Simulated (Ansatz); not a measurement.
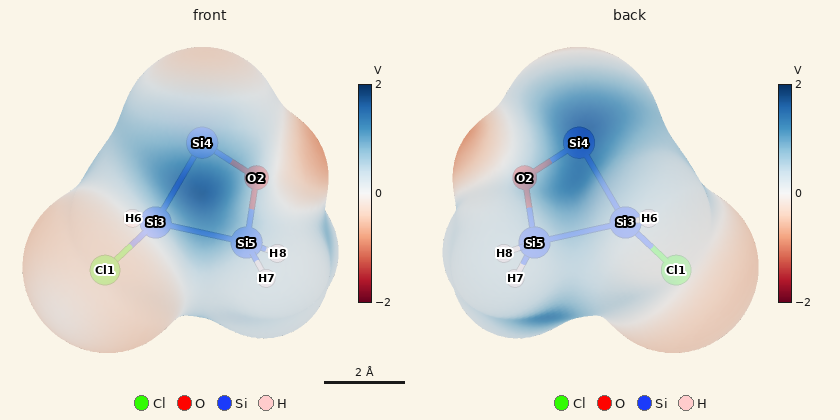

ClH3OSi3. The electrostatic potential painted on the density surface at 0.001 e/bohr³, seen from the front and from behind; red is negative and blue positive.

Geometry: PBE0-D3(BJ)/def2-SVP.

Method: isolated molecule in a Gaussian basis; Kohn-Sham density functional theory, functional PBE0 (Ansatz 0.2.0).

The calculation's input:

```
crystal:
  periodic: [false, false, false]
  atoms:
    - {symbol: Cl, position_ang: [-1.973280, -0.281477, -0.178406]}
    - {symbol: O, position_ang: [2.411730, -1.219671, 0.396551]}
    - {symbol: Si, position_ang: [-0.005102, -0.444572, -0.848738]}
    - {symbol: Si, position_ang: [1.968358, 0.401976, 0.432090]}
    - {symbol: Si, position_ang: [1.232345, -2.329572, -0.186116]}
    - {symbol: H, position_ang: [-0.012703, -0.219569, -2.331951]}
    - {symbol: H, position_ang: [0.702914, -3.130819, 0.956696]}
    - {symbol: H, position_ang: [1.872370, -3.255904, -1.168368]}
basis:
  gaussian: {orbitals: def2-TZVPD}
hamiltonian: {xc: {name: PBE0}}
output: {forces: true, orbitals: {seedname: orbitals}}
```

Run with:

```sh
ansatz run input.yaml --threads 2 --pin off --max-ram 4350MiB --events-out events.jsonl --progress --plain --runs-dir runs
```

> Which sites attract a positive test charge, and which a negative one?

A positive charge is drawn to the negative regions and a negative charge to the positive ones. The most negative region (about −0.7 V) lies over O2, the most positive (about +1.6 V) over Si4.

> How polar is the molecule by this calculation?

Its dipole moment is 0.93 D.
